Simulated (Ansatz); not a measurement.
# Be4Bi2O (built on the sites of a database entry of Ca4Bi2O): a soft mode frozen in, part 2 of 2

Which phase does Be4Bi2O (built on the sites of a database entry of Ca4Bi2O) fall into along its unstable mode, and how much energy does it gain?

Ansatz 0.2.0; DFT PBEsol, scalar-relativistic, plane waves, PAW.

So far, highest frequency on the path or at a solved wavevector (cm⁻¹): step 2 (phonons on a q mesh) 957. Also lowest frequency on the path (cm⁻¹): step 2 -443.

The structure was built from a prototype and need not be the compound's stable phase.

**4. The mode frozen in, largest atomic shift 0.32 Å**

The atoms are moved along the unstable eigenvector, the largest shift by 0.32 Å, with the cell fixed.

input.yaml

```yaml
crystal:
  lattice:
    - [0.0, -4.1514993781, 0.0]
    - [-4.1514993781, 0.0, 0.0]
    - [0.0, 0.0, -11.9653715001]
  atoms:
    - { symbol: Be, position: [0.5, 0.5198441994, 0.1300777574] }
    - { symbol: Be, position: [1.0, 0.9801558006, 0.6300777574] }
    - { symbol: Be, position: [0.5, 0.0770805848, 0.0] }
    - { symbol: Be, position: [0.0, 0.4229194152, 0.5] }
    - { symbol: Be, position: [0.5, 0.5198441994, 0.8699222426] }
    - { symbol: Be, position: [1.0, 0.9801558006, 0.3699222426] }
    - { symbol: Be, position: [0.0, 0.5029023512, 0.0] }
    - { symbol: Be, position: [0.5, -0.0029023512, 0.5] }
    - { symbol: Bi, position: [0.0, -0.0004716991, 0.8476476792] }
    - { symbol: Bi, position: [0.5, 0.5004716991, 0.3476476792] }
    - { symbol: Bi, position: [0.5, 0.5004716991, 0.6523523208] }
    - { symbol: Bi, position: [1.0, 0.9995283009, 0.1523523208] }
    - { symbol: O, position: [0.5, 0.4493665053, 0.0] }
    - { symbol: O, position: [1.0, 1.0506334947, 0.5] }
kpoints:
  mp_grid: { grid: [8, 8, 4] }
hamiltonian:
  xc: pbesol
scf:
  occupations: { method: methfessel_paxton, width: 0.2 }
output:
  forces: true
  stress: true
  eigenvalues: true
  write_density: true
  write_potential: true
  elf: true
  volumetric_format: npy
```

On the command line:

```
ansatz run input.yaml --threads 8 --pin off --max-ram 14336MiB --backend cpu --events-out ev --progress --plain --runs-dir out
```

Numbers of over 12 decimals in the logs are rounded to 6 here.

Log:

```text
[...]
Crystal: 14 atoms, lattice volume = 206.223 Å³
Basis set: ecut = 420 eV, 4007 PW (Γ), exchange–correlation on 60×60×160 points (8 copies of the dense FFT grid, shifted against one another)
Bands: 58, of which v1, the nominal top of the filled ones, is band 44 counted from 1 (43 counted from 0)
Symmetry: 8 space group operations
[...]
k-points: 75 of 256
[...]
k-point 0: bands = [... 40 lower, 9.4742, 10.1161, 10.2294, 10.2834, 10.6110, 10.6739, 10.7573, 11.4923, ... 10 higher]
  k-point 1: bands = [... 40 lower, 9.5806, 10.1326, 10.1376, 10.2129, 10.6869, 10.7559, 11.0794, 11.6239, ... 10 higher]
  k-point 2: bands = [... 40 lower, 9.8428, 9.8428, 10.1727, 10.1727, 10.7259, 10.7259, 11.8159, 11.8159, ... 10 higher]
  k-point 74: bands = [... 40 lower, 7.8408, 7.8408, 8.1914, 8.1914, 11.6156, 11.6156, 11.9060, 11.9060, ... 10 higher]
[key lines of the parts left out:]
SCF converged after 7 iterations
Free energy (F): -50808.927301 eV
Fermi energy:    10.868134 eV
P = ⅓ Tr σ = 1.8414 GPa (18.414 kbar)
```

It took 9 s on 8 threads of AMD EPYC 7R43, shared host; peak memory 1.3 GiB.

This step gave:

```yaml
pressure: 1.841 GPa
energy_from_the_undistorted_cell: -34.67 meV/atom
```

The energy, extrapolated to zero smearing, is -34.67 meV/atom against the undistorted cell.

The run ends at a pressure of 1.84 GPa, with forces up to 0.95 eV/Å.

**5. Energy along the mode, all amplitudes (two of the runs are shown above)**

An imaginary frequency means negative curvature, so the energy should fall and then rise again as anharmonic terms take over.

Numbers from this step:

```yaml
depth_at_the_lowest_point_sampled: 34.67 meV/atom
largest_atomic_shift_at_that_point: 0.32 Å
```

The energy from the parent by largest atomic shift:

```csv
largest atomic shift (Å),energy from the parent (meV/atom)
0.000,0
0.040,-1.41
0.080,-5.47
0.140,-15.4
0.220,-30.8
0.320,-34.7
0.450,66.0
```

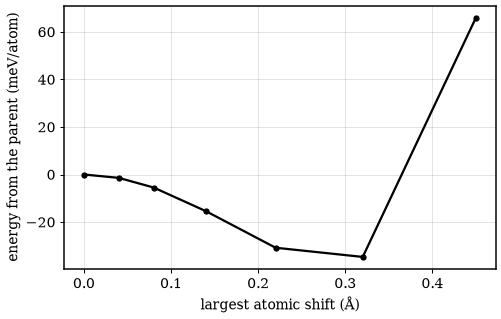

Energy from the parent against largest atomic shift.

Displacement at unit largest shift by atom:

```csv
atom,x (Å),y (Å),z (Å),size
Be1,-0.26,0.00,0.00,0.26
Be2,0.26,0.00,0.00,0.26
Be3,-1.00,0.00,0.00,1.00
Be4,1.00,0.00,0.00,1.00
Be5,-0.26,0.00,0.00,0.26
Be6,0.26,0.00,0.00,0.26
Be7,-0.04,0.00,0.00,0.04
Be8,0.04,0.00,0.00,0.04
Bi9,0.01,0.00,0.00,0.01
Bi10,-0.01,0.00,0.00,0.01
Bi11,-0.01,0.00,0.00,0.01
Bi12,0.01,0.00,0.00,0.01
O13,0.66,0.00,0.00,0.66
O14,-0.66,0.00,0.00,0.66
```

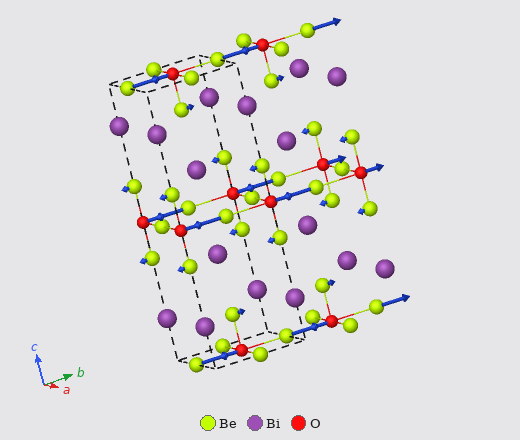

Displacement at unit largest shift as arrows, the longest 1 Å. 1×2×1 cells are drawn. Some periodic images of atoms are drawn too.

The lowest of the steps tried is at 0.32 Å, 34.7 meV/atom below the parent; the bottom of the well need not coincide with a step.

**6. Relaxing from the distorted cell**

Starting from the lowest point found, all atoms and the cell are let go, so that strain and other modes of the same symmetry can join in.

input.yaml: that of step 4 with these lines changed.

```diff
@@ -30,5 +30,6 @@
   eigenvalues: true
-  write_density: true
-  write_potential: true
-  elf: true
-  volumetric_format: npy
+relax:
+  adjacent_minimum: "off"
+  f_tol: 0.002
+  max_steps: 120
+  cell: { stress_tol: 0.03 }
```

Log:

```text
[...]
Crystal: 14 atoms, lattice volume = 206.223 Å³
Basis set: ecut = 420 eV, 4007 PW (Γ), exchange–correlation on 60×60×160 points (8 copies of the dense FFT grid, shifted against one another)
Bands: 58, of which v1, the nominal top of the filled ones, is band 44 counted from 1 (43 counted from 0)
Symmetry: 8 space group operations
[...]
k-points: 75 of 256
[...]
SCF iter   1: F=—  HF=-50808.978446 eV  |F-HF|=—  |Δ(HF+E_count)|=         —  Δρ=8.56e-3  dr2=1.80e-1  ethr=1.77e-3  ⟨swp⟩=11.2  Hψ=25680  notcnv=0
[...]
SCF iter   7: F=-50808.927301 eV  HF=-50808.927301 eV  |F-HF|=1.14e-8  |Δ(HF+E_count)|=   1.24e-7  S|Δr|=    0.00e0  Δρ=3.90e-6  dr2=3.71e-8  ethr=1.14e-10  ⟨swp⟩=11.5  Hψ=21680  notcnv=0
SCF 1 converged in 7 iterations: F = -50808.927301 eV  dr2 = 3.71e-8
[...]
relax step   1: F+E_penalty+E_count = -50808.92730101 eV  Δ(F+E_penalty+E_count) = +0.000e0 eV  max|allowed force component| = 9.467e-1 eV/Å  Δτ_max = 0.0000 Å  P = +1.841 GPa  Ω = 206.223 Å³  (7 SCF iters, dr2 threshold 1.00e-7 eV, accepted)
Crystal: 14 atoms, lattice volume = 215.197 Å³
Basis set: ecut = 420 eV, 4193 PW (Γ), exchange–correlation on 60×60×160 points (8 copies of the dense FFT grid, shifted against one another)
[...]
SCF iter   7: F=-50809.267155 eV  HF=-50809.267155 eV  |F-HF|=1.52e-7  |Δ(HF+E_count)|=   3.15e-7  S|Δr|=    0.00e0  Δρ=1.02e-5  dr2=3.76e-7  ethr=1.59e-9  ⟨swp⟩=8.4  Hψ=20821  notcnv=0
the search or the solves at the SCF's close seem to have found levels that the self-consistency loop had missed (the run counts 1). By its estimate they hold under 1e-12 electrons; where the run keeps them, the occupations were computed again with them
SCF 2 converged in 7 iterations: F = -50809.267155 eV  dr2 = 3.76e-7
relax step   2: F+E_penalty+E_count = -50809.26715468 eV  Δ(F+E_penalty+E_count) = -3.399e-1 eV  max|allowed force component| = 6.087e-1 eV/Å  Δτ_max = 0.1929 Å  P = -0.204 GPa  Ω = 215.197 Å³  energy of the carried Pulay correction = -7.743e-3 eV  (7 SCF iters, dr2 threshold 1.40e-6 eV, accepted)
Crystal: 14 atoms, lattice volume = 216.022 Å³
Basis set: ecut = 420 eV, 4217 PW (Γ), exchange–correlation on 60×60×160 points (8 copies of the dense FFT grid, shifted against one another)
[...]
SCF iter   6: F=-50809.625338 eV  HF=-50809.625338 eV  |F-HF|=4.60e-7  |Δ(HF+E_count)|=   4.20e-6  S|Δr|=    0.00e0  Δρ=1.62e-5  dr2=1.07e-6  ethr=1.59e-9  ⟨swp⟩=6.5  Hψ=21587  notcnv=0
SCF 3 converged in 6 iterations: F = -50809.625338 eV  dr2 = 1.07e-6
relax step   3: F+E_penalty+E_count = -50809.62533803 eV  Δ(F+E_penalty+E_count) = -3.582e-1 eV  max|allowed force component| = 9.595e-1 eV/Å  Δτ_max = 0.1936 Å  P = -0.473 GPa  Ω = 216.022 Å³  energy of the carried Pulay correction = -8.438e-3 eV  (6 SCF iters, dr2 threshold 1.40e-6 eV, accepted)
[... from here on, the SCF cycles and remarks between the steps are left out ...]
relax step   4: F+E_penalty+E_count = -50810.19686082 eV  Δ(F+E_penalty+E_count) = -5.715e-1 eV  max|allowed force component| = 8.591e-1 eV/Å  Δτ_max = 0.1981 Å  P = -1.200 GPa  Ω = 216.116 Å³  energy of the carried Pulay correction = -8.517e-3 eV  (6 SCF iters, dr2 threshold 1.40e-6 eV, accepted)
relax step   5: F+E_penalty+E_count = -50810.46956703 eV  Δ(F+E_penalty+E_count) = -2.727e-1 eV  max|allowed force component| = 7.102e-1 eV/Å  Δτ_max = 0.1909 Å  P = -1.191 GPa  Ω = 213.200 Å³  energy of the carried Pulay correction = -6.049e-3 eV  (7 SCF iters, dr2 threshold 1.40e-6 eV, accepted)
relax step   6: F+E_penalty+E_count = -50810.63908005 eV  Δ(F+E_penalty+E_count) = -1.695e-1 eV  max|allowed force component| = 3.806e-1 eV/Å  Δτ_max = 0.1761 Å  P = +0.024 GPa  Ω = 210.534 Å³  energy of the carried Pulay correction = -3.762e-3 eV  (7 SCF iters, dr2 threshold 1.40e-6 eV, accepted)
relax step   7: F+E_penalty+E_count = -50810.79089242 eV  Δ(F+E_penalty+E_count) = -1.518e-1 eV  max|allowed force component| = 3.605e-1 eV/Å  Δτ_max = 0.1051 Å  P = +0.879 GPa  Ω = 212.056 Å³  energy of the carried Pulay correction = -5.071e-3 eV  (6 SCF iters, dr2 threshold 1.40e-6 eV, accepted)
relax step   8: F+E_penalty+E_count = -50810.82218602 eV  Δ(F+E_penalty+E_count) = -3.129e-2 eV  max|allowed force component| = 3.382e-1 eV/Å  Δτ_max = 0.0702 Å  P = +0.150 GPa  Ω = 213.778 Å³  energy of the carried Pulay correction = -6.541e-3 eV  (7 SCF iters, dr2 threshold 1.40e-6 eV, accepted)
relax step   9: F+E_penalty+E_count = -50810.83658495 eV  Δ(F+E_penalty+E_count) = -1.440e-2 eV  max|allowed force component| = 1.158e-1 eV/Å  Δτ_max = 0.0321 Å  P = -0.133 GPa  Ω = 215.376 Å³  energy of the carried Pulay correction = -7.894e-3 eV  (6 SCF iters, dr2 threshold 1.40e-6 eV, accepted)
relax step  10: F+E_penalty+E_count = -50810.84158227 eV  Δ(F+E_penalty+E_count) = -4.997e-3 eV  max|allowed force component| = 2.953e-2 eV/Å  Δτ_max = 0.0142 Å  P = +0.039 GPa  Ω = 214.908 Å³  energy of the carried Pulay correction = -7.499e-3 eV  (5 SCF iters, dr2 threshold 8.38e-7 eV, accepted)
relax step  11: F+E_penalty+E_count = -50810.84172651 eV  Δ(F+E_penalty+E_count) = -1.442e-4 eV  max|allowed force component| = 1.093e-2 eV/Å  Δτ_max = 0.0099 Å  P = -0.026 GPa  Ω = 215.350 Å³  energy of the carried Pulay correction = -7.872e-3 eV  (6 SCF iters, dr2 threshold 5.45e-8 eV, accepted)
relax step  12: F+E_penalty+E_count = -50810.84182104 eV  Δ(F+E_penalty+E_count) = -9.453e-5 eV  max|allowed force component| = 3.386e-2 eV/Å  Δτ_max = 0.0080 Å  P = +0.074 GPa  Ω = 215.077 Å³  energy of the carried Pulay correction = -7.641e-3 eV  (6 SCF iters, dr2 threshold 3.26e-8 eV, rejected (line search))
relax step  13: F+E_penalty+E_count = -50810.84198626 eV  Δ(F+E_penalty+E_count) = -2.597e-4 eV  max|allowed force component| = 5.506e-4 eV/Å  Δτ_max = 0.0033 Å  P = -0.005 GPa  Ω = 215.249 Å³  energy of the carried Pulay correction = -7.787e-3 eV  (8 SCF iters, accepted)
relax step  14: F+E_penalty+E_count = -50810.86802118 eV  Δ(F+E_penalty+E_count) = -2.603e-2 eV  max|allowed force component| = 7.001e-3 eV/Å  Δτ_max = 0.0000 Å  P = +0.162 GPa  Ω = 215.249 Å³  stress off target by 3.04e-1 GPa  SCF on the basis re-selected at this cell (its energy is not comparable with the rows above)  (8 SCF iters)
relax step  15: F+E_penalty+E_count = -50810.86822819 eV  Δ(F+E_penalty+E_count) = -2.070e-4 eV  max|allowed force component| = 5.418e-3 eV/Å  Δτ_max = 0.0041 Å  P = +0.021 GPa  Ω = 215.704 Å³  energy of the carried Pulay correction = -3.914e-4 eV  (5 SCF iters, dr2 threshold 2.31e-7 eV, accepted)
relax step  16: F+E_penalty+E_count = -50810.86816796 eV  Δ(F+E_penalty+E_count) = +6.023e-5 eV  max|allowed force component| = 3.346e-3 eV/Å  Δτ_max = 0.0019 Å  P = +0.005 GPa  Ω = 215.834 Å³  energy of the carried Pulay correction = -5.057e-4 eV  (5 SCF iters, dr2 threshold 5.46e-9 eV, accepted)
relax step  17: F+E_penalty+E_count = -50810.86813664 eV  Δ(F+E_penalty+E_count) = +3.132e-5 eV  max|allowed force component| = 1.073e-3 eV/Å  Δτ_max = 0.0011 Å  P = -0.001 GPa  Ω = 215.878 Å³  energy of the carried Pulay correction = -5.474e-4 eV  (6 SCF iters, dr2 threshold 7.00e-10 eV, accepted)
[...]
SCF iter   6: F=-50810.868698 eV  HF=-50810.868698 eV  |F-HF|=5.09e-11  |Δ(HF+E_count)|=   1.32e-9  S|Δr|=    0.00e0  Δρ=1.22e-7  dr2=8.54e-12  ethr=1.00e-12  ⟨swp⟩=6.5  Hψ=15867  notcnv=0
SCF 18 converged in 6 iterations: F = -50810.868698 eV  dr2 = 8.54e-12
relax step  18: F+E_penalty+E_count = -50810.86869771 eV  Δ(F+E_penalty+E_count) = -5.611e-4 eV  max|allowed force component| = 1.011e-3 eV/Å  Δτ_max = 0.0000 Å  P = -0.000 GPa  Ω = 215.878 Å³  stress off target by 6.49e-3 GPa  SCF on the basis re-selected at this cell (its energy is not comparable with the rows above)  (6 SCF iters)
[...]
SCF converged after 6 iterations
[...]
Free energy (F): -50810.868698 eV
[...]
Internal energy: -50810.867006 eV  (E = F + TS)
E sigma→0 (E₀):  -50810.868275 eV
Entropy (-TS):   -0.001692 eV (-0.121 meV/atom)
Fermi energy:    9.673564 eV
[...]
--- Forces (eV/Å), atoms counted from 1 ---
  atom   1  Be     0.00080718     0.00000000     0.00011780
  atom   2  Be    -0.00080718    -0.00000000     0.00011780
  atom   3  Be    -0.00101104     0.00000000     0.00000000
  atom   4  Be     0.00101104    -0.00000000    -0.00000000
  atom   5  Be     0.00080718     0.00000000    -0.00011780
  atom   6  Be    -0.00080718    -0.00000000    -0.00011780
  atom   7  Be     0.00006740     0.00000000     0.00000000
  atom   8  Be    -0.00006740    -0.00000000    -0.00000000
  atom   9  Bi    -0.00033137    -0.00000000     0.00009658
  atom  10  Bi     0.00033137    -0.00000000     0.00009658
  atom  11  Bi     0.00033137     0.00000000    -0.00009658
  atom  12  Bi    -0.00033137     0.00000000    -0.00009658
  atom  13  O      0.00058442    -0.00000000    -0.00000000
  atom  14  O     -0.00058442     0.00000000     0.00000000
  max |Σ_I F_I| component: 2.17e-19 eV/Å
--- Stress (GPa, compression-positive) ---
       -0.001594      -0.000000       0.000000
       -0.000000       0.006485       0.000000
        0.000000       0.000000      -0.005795
  P = ⅓ Tr σ = -0.0003 GPa (-0.003 kbar)
--- Band table (eV; the first three rows and the last of 75) ---
  k-point 0: bands = [... 40 lower, 8.3930, 8.5859, 8.5928, 8.7968, 9.6327, 10.2771, 10.4001, 10.7768, ... 10 higher]
  k-point 1: bands = [... 40 lower, 8.3593, 8.5386, 8.8786, 8.9027, 9.4867, 10.1095, 10.4725, 10.7996, ... 10 higher]
  k-point 2: bands = [... 40 lower, 8.4395, 8.4395, 9.1758, 9.1758, 9.4827, 9.4827, 10.7549, 10.7549, ... 10 higher]
  k-point 74: bands = [... 40 lower, 7.5823, 7.5823, 8.0521, 8.0521, 10.7137, 10.7137, 12.1957, 12.1957, ... 10 higher]
--- Relaxed structure (16 steps of the walk, 15 accepted, 2 SCFs on fresh bases) ---
  F+E_penalty+E_count = -50810.86869771 eV   max|allowed force component| = 1.011e-3 eV/Å   (the final SCF, on the basis selected at the relaxed cell)
  cell:  # Å, volume = 215.8783 Å³
    - [0.0, -4.353400, 0.0]
    - [-4.467606, 0.0, 0.0]
    - [0.0, 0.0, -11.099551]
  atoms:
    - { symbol: Be, position: [0.500000, 0.686476, 0.110621] }
    - { symbol: Be, position: [1.000000, 0.813524, 0.610621] }
    - { symbol: Be, position: [0.500000, 0.115756, 0] }
    - { symbol: Be, position: [0, 0.384244, 0.500000] }
    - { symbol: Be, position: [0.500000, 0.686476, 0.889379] }
    - { symbol: Be, position: [1.000000, 0.813524, 0.389379] }
    - { symbol: Be, position: [0, 0.493790, 0] }
    - { symbol: Be, position: [0.500000, 0.00620955, 0.500000] }
    - { symbol: Bi, position: [0, -0.012876, 0.839674] }
    - { symbol: Bi, position: [0.500000, 0.512876, 0.339674] }
    - { symbol: Bi, position: [0.500000, 0.512876, 0.660326] }
    - { symbol: Bi, position: [1.000000, 0.987124, 0.160326] }
    - { symbol: O, position: [0.500000, 0.461709, 0] }
    - { symbol: O, position: [1.000000, 1.038291, 0.500000] }
```

It took 2.1 min on 8 threads; peak memory 1.4 GiB; 16 min of CPU time.

The steps of the relaxation:

```csv
step,energy less that of the first step (eV),largest force component (eV/Å),pressure (GPa),volume (Å³)
1,0.0000,0.9467,1.84,206.22
2,-0.3399,0.6087,-0.20,215.20
3,-0.6980,0.9595,-0.47,216.02
4,-1.2696,0.8591,-1.20,216.12
5,-1.5423,0.7102,-1.19,213.20
6,-1.7118,0.3806,0.02,210.53
7,-1.8636,0.3605,0.88,212.06
8,-1.8949,0.3382,0.15,213.78
9,-1.9093,0.1158,-0.13,215.38
10,-1.9143,0.0295,0.04,214.91
11,-1.9144,0.0109,-0.03,215.35
12,-1.9145,0.0339,0.07,215.08
13,-1.9147,0.0006,-0.01,215.25
14*,-1.9407,0.0070,0.16,215.25
15,-1.9409,0.0054,0.02,215.70
16,-1.9409,0.0033,0.00,215.83
17,-1.9408,0.0011,0.00,215.88
18*,-1.9414,0.0010,0.00,215.88
```

Relaxation steps marked * repeat the geometry before them on a plane-wave basis chosen anew for their cell, so energy and pressure can jump there. Relaxation step 12 was tried and not accepted.

The run keeps the 8 symmetry operations that it works with, so distortions that break them were not tested.

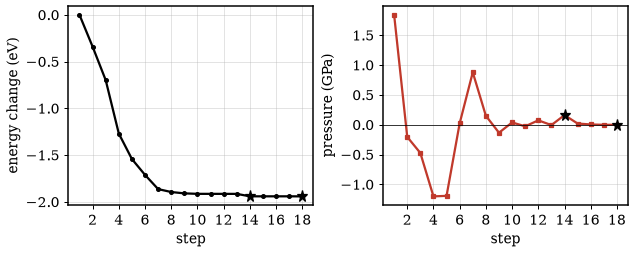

Energy and pressure along the relaxation. Stars mark steps on a basis chosen anew.

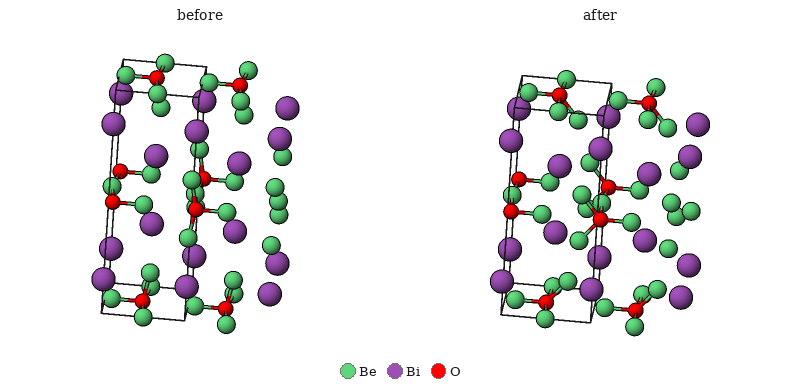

The structure before and after the relaxation, drawn at the same scale. Bonds to atoms that aren't drawn are left out.

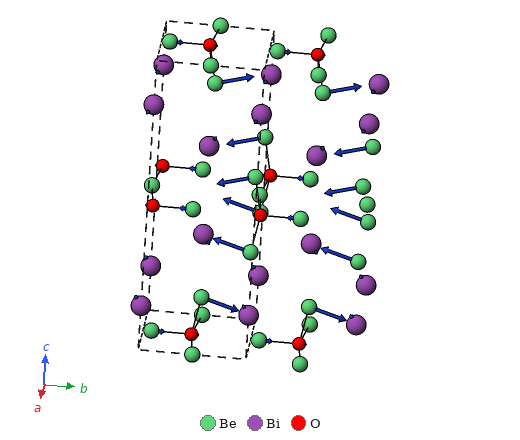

Displacements in the relaxation, exaggerated, measured against the changing cell; the longest in the cell stands for 0.78 Å. Bonds to atoms that aren't drawn are left out. 1×2×1 cells are drawn. Some periodic images of atoms are drawn too.

```csv
cell as run,before,after,change
a (Å),4.151,4.353,+4.9 %
b (Å),4.151,4.468,+7.6 %
c (Å),11.965,11.100,-7.2 %
volume (Å³/atom),14.73,15.42,+4.7 %
```

The atoms that moved most (Å, as changes of fractional coordinates times the final cell):

```csv
atom,dx,dy,dz,length
Be1,-0.744,0.000,0.216,0.775
Be2,0.744,0.000,0.216,0.775
Be6,0.744,0.000,-0.216,0.775
Be5,-0.744,0.000,-0.216,0.775
Be4,0.173,0.000,0.000,0.173
Be3,-0.173,0.000,0.000,0.173
Bi11,-0.055,0.000,-0.089,0.104
Bi9,0.055,0.000,0.089,0.104
```

The relaxed structure:

```cif
data_structure
_symmetry_space_group_name_H-M 'P 1'
_symmetry_Int_Tables_number 1
_cell_length_a 4.3534
_cell_length_b 4.4676
_cell_length_c 11.0996
_cell_angle_alpha 90.000
_cell_angle_beta 90.000
_cell_angle_gamma 90.000
_cell_volume 215.88
loop_
_atom_site_label
_atom_site_type_symbol
_atom_site_fract_x
_atom_site_fract_y
_atom_site_fract_z
_atom_site_occupancy
Be1 Be 0.50000 0.68648 0.11062 1
Be2 Be 0.00000 0.81352 0.61062 1
Be3 Be 0.50000 0.11576 0.00000 1
Be4 Be 0.00000 0.38424 0.50000 1
Be5 Be 0.50000 0.68648 0.88938 1
Be6 Be 0.00000 0.81352 0.38938 1
Be7 Be 0.00000 0.49379 0.00000 1
Be8 Be 0.50000 0.00621 0.50000 1
Bi9 Bi 0.00000 0.98712 0.83967 1
Bi10 Bi 0.50000 0.51288 0.33967 1
Bi11 Bi 0.50000 0.51288 0.66033 1
Bi12 Bi 0.00000 0.98712 0.16033 1
O13 O 0.50000 0.46171 0.00000 1
O14 O 0.00000 0.03829 0.50000 1
```

This step gave:

* pressure: -3.01e-4 GPa
* volume per atom: 15.42 Å³

The distorted start has space group Pmmn; the relaxation ends in Pmmn.

**7. Summary of results**

- unstable mode of the parent: q = (-0.5, -0.5, -0.5), 443i cm⁻¹
- depth at the lowest point sampled: 34.7 meV/atom
- largest atomic shift at that point: 0.32 Å
- space group reached (within 0.01 Å): Pmmn
- energy gained over the parent (first relaxation, on the mesh of the frozen mode): 173 meV/atom
- volume per atom, phase reached: 15.4 Å³

What this shows: Along this mode the structure falls into Pmmn, 173 meV/atom below the parent. At the parent's cell the well is 34.67 meV/atom deep on the steps tried, with its lowest point at a shift of 0.32 Å. Relaxing atoms and cell changes the gain by +138.53 meV/atom against the lowest step (energies at zero smearing). Most of the total comes from this relaxation. The modes of the phase reached were not computed on this path. Of the 5 patterns followed to their end from this parent, this one ends 80.1 meV/atom above the lowest, P2_1/m. Another end point lies within 1 meV/atom; how such a difference moves with mesh and cutoff was not tested. Each path keeps the symmetry of its pattern, so a lower phase may lie along a pattern not tried. The q mesh stands for a supercell only 8.3 Å across, so branches between the solved wavevectors are rough. With no gap, or one that is small against the smearing, the frequencies hang on the k mesh and the smearing, most of all near Kohn anomalies. Spin-orbit coupling is left out, which can matter for the heavy elements here. A phonon run warned that its eigensolver left some bands unconverged in a pass. The starting cell was built on a prototype and not taken from a measurement, so the phase need not exist.

[Logs are printed without paths, hosts, clocks, repeated set-up lines and the standing remarks that a program may print on its own settings, such as how far it seeks lower states.]

[Hosts, paths, dates, database ids (printed as entryN), source tags and the programs' standing remarks are cut or masked in the printed files.]
